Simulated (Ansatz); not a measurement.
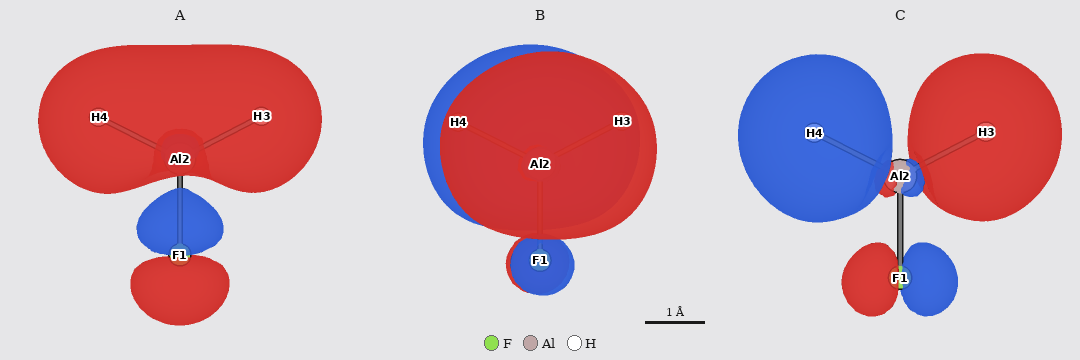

*AlFH2 (SMILES [F][AlH2]). Three frontier orbitals at ±0.08 Å⁻³ᐟ² (blue and red are the two phases), in no order.*

Geometry: PBE0-D4/def2-TZVP.

Computed with Ansatz, RKS PBE0-D4/def2-TZVPP.

### Order the three orbitals by energy and name them.

A is the HOMO−1 (−10.73 eV). It lies mainly on Al2 (about 40 %), H3 (about 20 %), H4 (about 20 %) and F1 (about 20 %); it is symmetric in the molecular plane (an in-plane orbital: σ, lone-pair or in-plane π type). C is the HOMO (−8.79 eV). By Hirshfeld shares it lies mainly on Al2 (about 35 %), H3 (about 30 %) and H4 (about 30 %); it is symmetric in the molecular plane (an in-plane orbital: σ, lone-pair or in-plane π type). B is the LUMO (−1.37 eV). It lies mainly on Al2 (about 85 %), H3 (about 5 %) and H4 (about 5 %); it changes sign across the molecular plane (π type).

### What is the HOMO–LUMO gap?

7.42 eV between the orbital energies.
